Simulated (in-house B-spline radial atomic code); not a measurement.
Rb⁷⁺: many-body perturbation calculation

- system: Rb⁷⁺, core [Ar] 3d10.
- method: configuration interaction of two valence electrons with many-body perturbation theory for the core (screened one- and two-electron correlation potentials), Breit and QED, no-pair Dirac, B-spline basis (in-house B-spline radial atomic code)

### Input
```
basis_form = 3
Z = 37
core_configuration = [Ar] 3d10
rms_radius = 4.2036
mass_number = 85
speed_of_light = 137.035999084
box_radius = 10.0
lmax = 6
intervals = 62
virtual_cutoff = 2738.0
```

The run was one of a batch that the task file lists, launched with:
```bash
python <driver script> task.json out
```

The program writes its results to a structured record and prints no log; tables and figures of this report are taken from that record.

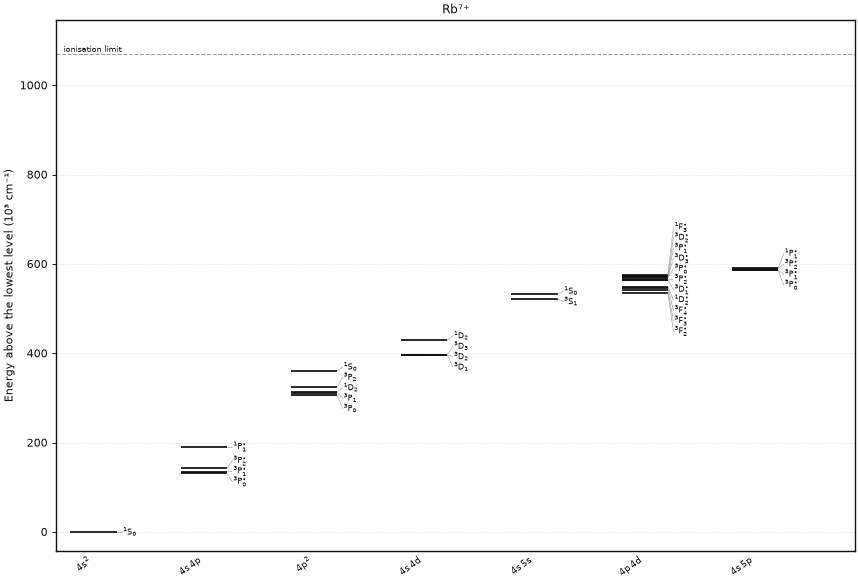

Fig. 1: Levels of Rb⁷⁺, two electrons outside the core [Ar] 3d¹⁰. CI+MBPT: configuration interaction in the frozen-core Dirac–Hartree–Fock potential with screened core-valence correlation, Breit and QED terms; computed with a B-spline radial code. The lowest level is 4s² ¹S₀. The first excited level, 4s 4p ³P°₀, lies at 131,000 cm⁻¹. It is also the lowest level of opposite parity. The ionisation energy is 132.7 eV, against 131.7 eV from CI without core-valence correlation and a semi-empirical value of 132.8 eV.

```tsv
Level	E (cm⁻¹)
4s² ¹S₀	0
4s 4p ³P°₀	131,000
4s 4p ³P°₁	134,400
4s 4p ³P°₂	142,600
4s 4p ¹P°₁	190,500
4p² ³P₀	306,200
4p² ³P₁	312,200
4p² ¹D₂	312,900
4p² ³P₂	323,600
4p² ¹S₀	360,600
4s 4d ³D₁	395,600
4s 4d ³D₂	396,200
4s 4d ³D₃	397,200
4s 4d ¹D₂	428,800
4s 5s ³S₁	522,700
4s 5s ¹S₀	532,800
```

### Key numbers

| quantity | value |
| --- | --- |
| outcome | converged |
| hardware | 1 CPU thread, shared host |
| wall time | 42 s |
